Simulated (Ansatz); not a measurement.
# CH5BN2O: single points with varied inputs

Aim: run CH5BN2O under a spread of inputs, and see what each costs and gives.

Program: Ansatz 0.2.0, Gaussian basis. Level of theory: the settings change from run to run. These are calculated values, not measurements.

## (1) The relaxed structure

An earlier PBE0-D4 in a triple-zeta def2 set relaxation fixed the geometry.

SMILES `NB1NCO1`, 10 atoms, charge 0, spin multiplicity 1.

Atoms are counted from 1 here; the program's logs count them from 0.

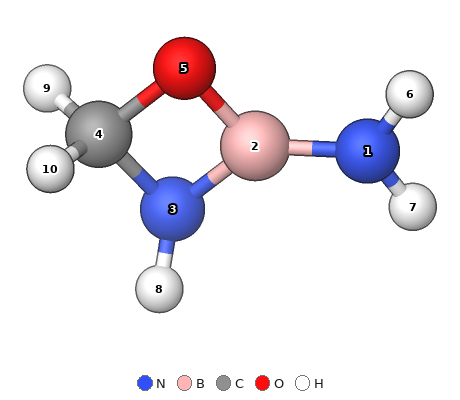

The structure; nitrogen blue, boron pink, carbon grey, oxygen red, hydrogen white; atoms are numbered from 1 in the order of the file.

## (2) wB97X-V/ANO-RCC-VTZP

Options: the search for lower states set to off.

in.yaml

```yaml
crystal:
  periodic: [false, false, false]
  atoms:
    - {symbol: N, position_ang: [-1.649202, 0.413288, -0.796343]}
    - {symbol: B, position_ang: [-0.422009, 0.200796, -0.161664]}
    - {symbol: N, position_ang: [0.209643, -0.884679, 0.543690]}
    - {symbol: C, position_ang: [1.363662, 0.001378, 0.579574]}
    - {symbol: O, position_ang: [0.647303, 1.093069, -0.012677]}
    - {symbol: H, position_ang: [-1.887199, 1.297270, -1.207795]}
    - {symbol: H, position_ang: [-2.389387, -0.262884, -0.799308]}
    - {symbol: H, position_ang: [0.292445, -1.859642, 0.318019]}
    - {symbol: H, position_ang: [1.709874, 0.258580, 1.586244]}
    - {symbol: H, position_ang: [2.207970, -0.308376, -0.046740]}
basis:
  gaussian: {orbitals: ANO-RCC-VTZP}
hamiltonian: {xc: {name: wB97X-V}}
scf: {lower_state_search: off}
output: {forces: true}
```

On the command line:

```console
ansatz run in.yaml --threads 2 --pin off --events-out ev --progress --plain --max-ram 4352MiB
```

Standard output, shortened:

```text
Functional definition: wB97X-V
  name "wB97X-V"
  cite "Mardirossian & Head-Gordon, Phys. Chem. Chem. Phys. 16, 9904 (2014) doi:10.1039/C3CP54374A"
  cite "Becke, J. Chem. Phys. 107, 8554 (1997) doi:10.1063/1.475007"
  cite "Vydrov & Van Voorhis, J. Chem. Phys. 133, 244103 (2010) doi:10.1063/1.3521275"
[...]
      + integral(e_c_pw_opposite_spin*poly(b97_u_opposite, cos0, cos1)) + vv10(b, c)
[...]
1452 factors; their error is unknown
371 factors; integrals over basis functions are off by at most 1.1e-5 eV
[...]
mean field -6828.74386198 eV, -250.9517082390 hartree, gradient 6.6e-6 eV, S^2 0.000000; 0 other end points of the search recorded, 0 dependent functions left out
[...]
reference -6828.74385893 eV, -250.9517081267 hartree; 19, 19 occupied and 201, 201 virtual orbitals, 1452 factors
Total energy: -6828.74385893 eV, -250.9517081267 hartree
Relativity: scalar
Atom 0 at    -1.649202     0.413288    -0.796343 Å, force    -0.159320     0.031832    -0.087308 eV/Å
Atom 1 at    -0.422009     0.200796    -0.161664 Å, force    -0.067122     0.020766    -0.016672 eV/Å
Atom 2 at     0.209643    -0.884679     0.543690 Å, force    -0.105359    -0.246352     0.070994 eV/Å
Atom 3 at     1.363662     0.001378     0.579574 Å, force     0.429228    -0.030711     0.168892 eV/Å
Atom 4 at     0.647303     1.093069    -0.012677 Å, force    -0.013297     0.217357    -0.083930 eV/Å
Atom 5 at    -1.887199     1.297270    -1.207795 Å, force    -0.010889     0.029642    -0.017103 eV/Å
Atom 6 at    -2.389387    -0.262884    -0.799308 Å, force    -0.031333    -0.023732    -0.003183 eV/Å
Atom 7 at     0.292445    -1.859642     0.318019 Å, force    -0.002519    -0.006270    -0.009724 eV/Å
Atom 8 at     1.709874     0.258580     1.586244 Å, force    -0.016913     0.000064    -0.021218 eV/Å
Atom 9 at     2.207970    -0.308376    -0.046740 Å, force    -0.022475     0.007404    -0.000748 eV/Å
Dipole moment:    -0.155519    -0.355030    -0.156579 e Å
Checks for a lower state left out: stability, starts, cluster_reference, orbital_swaps, neighbouring_geometries, increment
```

It took 25 s on 2 threads of Arm Neoverse V2, shared host; peak memory 0.88 GiB.

Largest force 0.462 eV/Å, dipole 2.01 D.

## (3) BLYP/def2-TZVP

Set apart from the defaults: multiplicity 3, atoms shaken by 0.03 Å, a point charge of -1.00 e beside it, D3(BJ) dispersion.

in.yaml

```yaml
crystal:
  periodic: [false, false, false]
  atoms:
    - {symbol: N, position_ang: [-1.638128, 0.411655, -0.838984]}
    - {symbol: B, position_ang: [-0.443216, 0.221128, -0.206214]}
    - {symbol: N, position_ang: [0.187768, -0.924089, 0.577120]}
    - {symbol: C, position_ang: [1.385852, 0.001970, 0.610394]}
    - {symbol: O, position_ang: [0.646337, 1.078562, -0.016142]}
    - {symbol: H, position_ang: [-1.979904, 1.255387, -1.172902]}
    - {symbol: H, position_ang: [-2.395538, -0.293095, -0.795400]}
    - {symbol: H, position_ang: [0.320946, -1.902184, 0.333626]}
    - {symbol: H, position_ang: [1.692930, 0.232733, 1.544353]}
    - {symbol: H, position_ang: [2.182320, -0.340113, -0.073547]}
basis:
  gaussian: {orbitals: def2-TZVP, point_charges: [{charge: -1.00, position_ang: [5.365, 0.402, 0.685]}]}
magnetization: {spin_polarized: true, initial_magnetization: 2}
hamiltonian: {xc: {name: BLYP}, dispersion: d3bj}
output: {forces: true}
```

Same command.

Standard output, shortened:

```text
Functional definition: BLYP
  name "BLYP"
  cite "Becke, Phys. Rev. A 38, 3098 (1988) doi:10.1103/PhysRevA.38.3098"
  cite "Lee, Yang & Parr, Phys. Rev. B 37, 785 (1988) doi:10.1103/PhysRevB.37.785"
[...]
1030 factors; their error is unknown
[...]
mean field -6819.17345931 eV, -250.6000024278 hartree, gradient 1.6e-5 eV, S^2 2.005733; 6 other end points of the search recorded, 0 dependent functions left out
[...]
reference -6819.17381930 eV, -250.6000156573 hartree; 20, 18 occupied and 165, 167 virtual orbitals, 1030 factors
Total energy: -6819.52135546 eV, -250.6127873755 hartree
Atom 0 at    -1.638128     0.411655    -0.838984 Å, force    -0.496851    -2.204277     0.616692 eV/Å
Atom 1 at    -0.443216     0.221128    -0.206214 Å, force     1.463014    -0.576726     0.935641 eV/Å
Atom 2 at     0.187768    -0.924089     0.577120 Å, force     0.902977     1.559541    -0.578702 eV/Å
Atom 3 at     1.385852     0.001970     0.610394 Å, force    -1.918873    -1.004794    -3.136440 eV/Å
Atom 4 at     0.646337     1.078562    -0.016142 Å, force    -0.018002     0.281045     0.053536 eV/Å
Atom 5 at    -1.979904     1.255387    -1.172902 Å, force    -0.771880     3.031786    -1.342157 eV/Å
Atom 6 at    -2.395538    -0.293095    -0.795400 Å, force    -0.296776    -0.724469     0.116212 eV/Å
Atom 7 at     0.320946    -1.902184     0.333626 Å, force    -0.265994    -0.965287    -0.139174 eV/Å
Atom 8 at     1.692930     0.232733     1.544353 Å, force     1.444652     0.849711     3.154195 eV/Å
Atom 9 at     2.182320    -0.340113    -0.073547 Å, force     0.240886    -0.169153     0.317038 eV/Å
Dipole moment:     1.085000    -0.098110     0.403824 e Å
```

Run time: 15 s. Hardware: 2 threads of Arm Neoverse V2, shared host.

Largest force 3.812 eV/Å, dipole 5.58 D, ⟨S²⟩ 2.006.

## (4) HSE06/def2-TZVPD

Set apart from the defaults: D3(BJ) dispersion.

in.yaml

```yaml
crystal:
  periodic: [false, false, false]
  atoms:
    - {symbol: N, position_ang: [-1.649202, 0.413288, -0.796343]}
    - {symbol: B, position_ang: [-0.422009, 0.200796, -0.161664]}
    - {symbol: N, position_ang: [0.209643, -0.884679, 0.543690]}
    - {symbol: C, position_ang: [1.363662, 0.001378, 0.579574]}
    - {symbol: O, position_ang: [0.647303, 1.093069, -0.012677]}
    - {symbol: H, position_ang: [-1.887199, 1.297270, -1.207795]}
    - {symbol: H, position_ang: [-2.389387, -0.262884, -0.799308]}
    - {symbol: H, position_ang: [0.292445, -1.859642, 0.318019]}
    - {symbol: H, position_ang: [1.709874, 0.258580, 1.586244]}
    - {symbol: H, position_ang: [2.207970, -0.308376, -0.046740]}
basis:
  gaussian: {orbitals: def2-TZVPD}
hamiltonian: {xc: {name: HSE06}, dispersion: d3bj}
```

The command is unchanged.

Standard output, shortened:

```text
Functional definition: HSE06
  name "HSE06"
  cite "Heyd, Scuseria & Ernzerhof, J. Chem. Phys. 118, 8207 (2003) doi:10.1063/1.1564060"
  cite "Krukau, Vydrov, Izmaylov & Scuseria, J. Chem. Phys. 125, 224106 (2006) doi:10.1063/1.2404663"
  cite "Heyd & Scuseria, J. Chem. Phys. 120, 7274 (2004) doi:10.1063/1.1668634"
  cite "Ernzerhof & Perdew, J. Chem. Phys. 109, 3313 (1998) doi:10.1063/1.476928"
  cite "Perdew, Burke & Ernzerhof, Phys. Rev. Lett. 77, 3865 (1996) doi:10.1103/PhysRevLett.77.3865"
  parent pbe
[...]
  # The whole range is PBE's own exchange, as in plane waves. The composition of these papers is wPBEh.
[...]
1136 factors; their error is unknown
151 factors; integrals over basis functions are off by at most 4.8e-7 eV
[...]
mean field -6818.73400284 eV, -250.5838527005 hartree, gradient 4.6e-5 eV, S^2 0.000000; 0 other end points of the search recorded, 0 dependent functions left out
reference -6818.73405349 eV, -250.5838545617 hartree; 19, 19 occupied and 214, 214 virtual orbitals, 1136 factors
Total energy: -6818.83455401 eV, -250.5875478880 hartree
```

Wall time 4.4 s (2 threads of Arm Neoverse V2, shared host).

## (5) r2SCAN/x2c-TZVPPall

in.yaml: that of step 4 with these lines changed.

```diff
@@ -14,3 +14,3 @@
 basis:
-  gaussian: {orbitals: def2-TZVPD}
-hamiltonian: {xc: {name: HSE06}, dispersion: d3bj}
+  gaussian: {orbitals: x2c-TZVPPall}
+hamiltonian: {xc: {name: r2SCAN}}
```

Launched as before.

Standard output:

```text
Functional definition: r2SCAN
  name "r2SCAN"
  cite "Furness, Kaplan, Ning, Perdew & Sun, J. Phys. Chem. Lett. 11, 8208 (2020) doi:10.1021/acs.jpclett.0c02405"
  cite "Furness, Kaplan, Ning, Perdew & Sun, J. Phys. Chem. Lett. 11, 9248 (2020) doi:10.1021/acs.jpclett.0c03077"
  parent r2scan
  parameter k0 = 0.174
  parameter k1 = 0.065
  parameter a1 = 4.9479
  exchange = r2scan_x(k0 = k0, k1 = k1, a1 = a1)
  correlation = r2scan_c
1106 factors; their error is unknown
mean field evaluation 1: about -6812.9473 eV, gradient 8.7e1 eV
mean field evaluation 2: about -6796.6811 eV, gradient 1.2e2 eV
mean field evaluation 4: about -6826.6526 eV, gradient 8.2e0 eV
mean field evaluation 8: about -6826.7792 eV, gradient 2.0e-1 eV
mean field evaluation 16: about -6826.7581 eV, gradient 7.3e-4 eV
mean field -6826.75813672 eV, -250.8787341816 hartree, gradient 4.3e-5 eV, S^2 0.000000; 0 other end points of the search recorded, 0 dependent functions left out
reference -6826.75814868 eV, -250.8787346210 hartree; 19, 19 occupied and 206, 206 virtual orbitals, 1106 factors
Total energy: -6826.75814868 eV, -250.8787346210 hartree
Relativity: scalar
```

Wall time 6 s (2 threads of Arm Neoverse V2, shared host).

## (6) PBE0/def2-mTZVP

This run has a point charge of -1.00 e beside it, D3(BJ) with three-body dispersion, the search for lower states set to light.

in.yaml: that of step 5 with these lines changed.

```diff
@@ -14,3 +14,5 @@
 basis:
-  gaussian: {orbitals: x2c-TZVPPall}
-hamiltonian: {xc: {name: r2SCAN}}
+  gaussian: {orbitals: def2-mTZVP, point_charges: [{charge: -1.00, position_ang: [6.018, 0.196, -0.954]}]}
+hamiltonian: {xc: {name: PBE0}, dispersion: d3bjatm}
+scf: {lower_state_search: light}
+output: {forces: true}
```

Launched as before.

Standard output, shortened:

```text
Functional definition: PBE0
  name "PBE0"
  cite "Adamo & Barone, J. Chem. Phys. 110, 6158 (1999) doi:10.1063/1.478522"
  cite "Perdew, Burke & Ernzerhof, Phys. Rev. Lett. 77, 3865 (1996) doi:10.1103/PhysRevLett.77.3865"
  parent pbe
[...]
1006 factors; their error is unknown
[...]
mean field -6818.49152855 eV, -250.5749419346 hartree, gradient 7.6e-5 eV, S^2 0.000000; 0 other end points of the search recorded, 0 dependent functions left out
[...]
reference -6818.49155847 eV, -250.5749430341 hartree; 19, 19 occupied and 96, 96 virtual orbitals, 1006 factors
Total energy: -6818.63131397 eV, -250.5800789543 hartree
Atom 0 at    -1.649202     0.413288    -0.796343 Å, force    -0.150649     0.008912    -0.058772 eV/Å
Atom 1 at    -0.422009     0.200796    -0.161664 Å, force     0.530501     0.018846     0.163164 eV/Å
Atom 2 at     0.209643    -0.884679     0.543690 Å, force    -0.403341     0.059928     0.112645 eV/Å
Atom 3 at     1.363662     0.001378     0.579574 Å, force     0.580351    -0.117705    -0.037007 eV/Å
Atom 4 at     0.647303     1.093069    -0.012677 Å, force    -0.447857     0.050357    -0.075274 eV/Å
Atom 5 at    -1.887199     1.297270    -1.207795 Å, force    -0.028861     0.079056    -0.055585 eV/Å
Atom 6 at    -2.389387    -0.262884    -0.799308 Å, force    -0.088003    -0.047945    -0.014718 eV/Å
Atom 7 at     0.292445    -1.859642     0.318019 Å, force     0.096997    -0.083943    -0.100044 eV/Å
Atom 8 at     1.709874     0.258580     1.586244 Å, force    -0.016166    -0.001810    -0.053549 eV/Å
Atom 9 at     2.207970    -0.308376    -0.046740 Å, force    -0.023830     0.077416     0.098002 eV/Å
Dipole moment:     0.033464    -0.358710    -0.184152 e Å
```

Wall time 2.3 s (2 threads of Arm Neoverse V2, shared host).

Largest force 0.593 eV/Å, dipole 1.94 D.

[end of part 1 of 2]
